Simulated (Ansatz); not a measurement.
System Ga₂SbP₃ (space group P-3m1, No. 164); source of the atomic positions: coordinates from a relaxation with Ansatz 0.2.0, DFT, PBEsol, plane waves, PAW.

```xyz
6
Lattice="3.7201 0.0000 0.0000 -1.8601 3.2217 0.0000 0.0000 0.0000 9.0362" Properties=species:S:1:pos:R:3 pbc="T T T"
Ga    0.0000    2.1478    7.6397
Ga    1.8601    1.0739    1.3965
Sb    0.0000    0.0000    4.5181
P     0.0000    2.1478    2.8650
P     1.8601    1.0739    6.1713
P     0.0000    0.0000    0.0000
```

Describe how the polyhedra about Ga are linked (bonds: Ga–P below 2.9 Å).

Ga: GaP6 octahedron, sharing edges with nine neighbours and corners with three neighbours.

They form layers of corner- and edge-sharing octahedra parallel to (001). Their corner atoms also have Sb as close neighbours (those links are not drawn).

Centre to centre across a shared edge: 3.52 to 3.72 Å; across a shared corner: 5.12 Å.

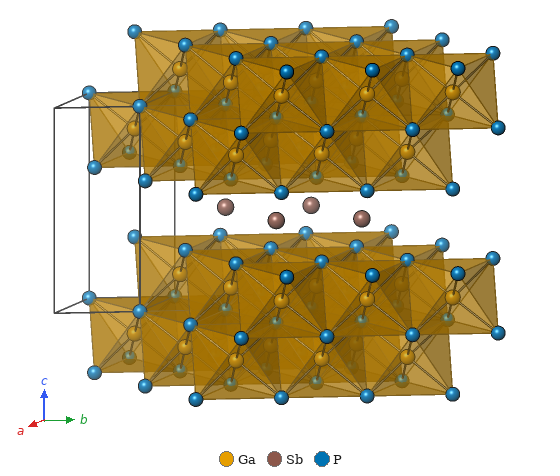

Polyhedra are drawn about Ga (bonds: Ga–P below 2.9 Å); other atoms are plain spheres.
